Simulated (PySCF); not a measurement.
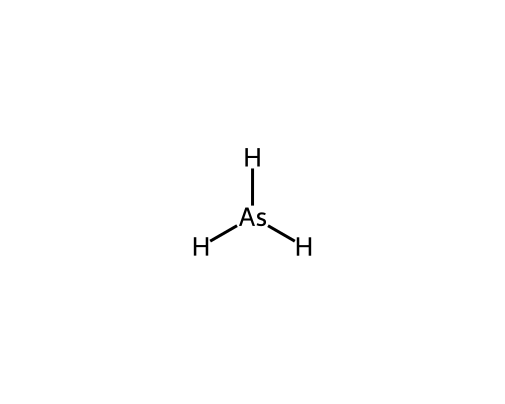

Structural formula above. The computed structure is the end point of a PBE0-D3(BJ)/def2-TZVP optimisation. No frequency run is at hand to confirm it as a minimum.

Describe the 3D structure.

It has 4 atoms: 1 arsenic and 3 hydrogen (AsH3). Its SMILES string is `[AsH3]`. This geometry has C3v symmetry. Coordination: 1 As trigonal pyramidal.

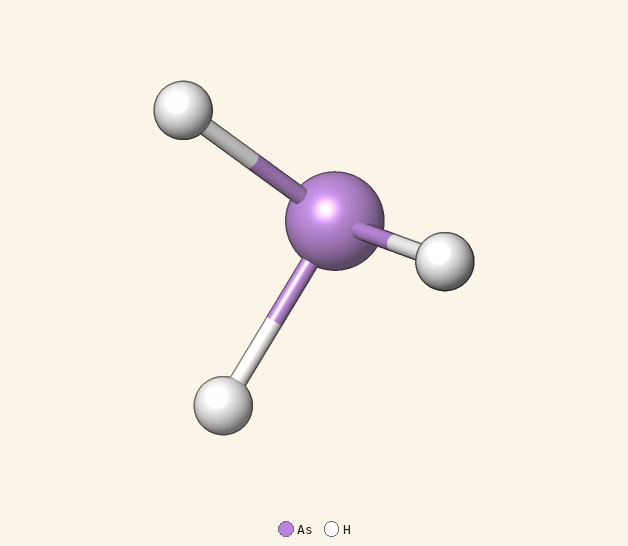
